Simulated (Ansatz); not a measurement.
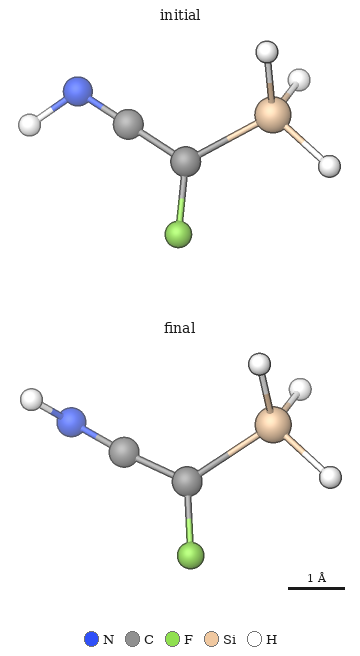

The structure of C2H4FNSi (coarse preliminary run) before (top) and after (bottom) a relaxation, at one scale.

A ball-and-stick model, seen at a tilt.

The start comes from a force field.

The calculation used RKS PBE-D4/def2-SVP (Ansatz).

The input:
```yaml
crystal:
  periodic: [false, false, false]
  atoms:
    - {symbol: N, position_ang: [1.145700, 2.055400, 0.155900]}
    - {symbol: C, position_ang: [0.560000, 1.119900, -0.223600]}
    - {symbol: C, position_ang: [-0.057900, 0.046500, -0.650600]}
    - {symbol: F, position_ang: [-0.143000, -0.136500, -1.963900]}
    - {symbol: Si, position_ang: [-0.580500, -1.195200, 0.543300]}
    - {symbol: H, position_ang: [1.357400, 2.722600, -0.644900]}
    - {symbol: H, position_ang: [0.577400, -1.732100, 1.357500]}
    - {symbol: H, position_ang: [-1.188800, -2.319700, -0.135200]}
    - {symbol: H, position_ang: [-1.581800, -0.607200, 1.544400]}
basis:
  gaussian: {orbitals: def2-SVP}
hamiltonian: {xc: pbe, dispersion: d4}
relax: {f_tol: 0.03, max_steps: 200}
```

Launched with:
```bash
ansatz run in.yaml --threads 2 --pin off --events-out ev --progress --plain --max-ram 4352MiB
```

Question: Summarise the run.

Answer: H6 moves most after the best rigid fit: 0.79 Å. By element the largest moves are H 0.79 Å, N 0.44 Å, C 0.31 Å, F 0.27 Å, Si 0.06 Å. Among the contacts that change: C3–Si5 1.800 → 1.889 Å, N1–C2 1.167 → 1.237 Å, Si5–H8 1.447 → 1.501 Å, C3–F4 1.329 → 1.370 Å. Bond angles that change, for instance: N1–C2–C3 178.0° → 170.9°, F4–C3–Si5 122.8° → 117.3°, C2–N1–H6 111.0° → 115.6°. Over 13 accepted moves (16 points after the start) the energy falls by 39.1 kcal/mol. Largest force component: 5.6 eV/Å at the start, 0.029 eV/Å at the end. The line search rejected the trial steps at points 7, 13, 15 of the run. Cost: 31 s on 2 threads of Arm Neoverse V1, on a shared host.
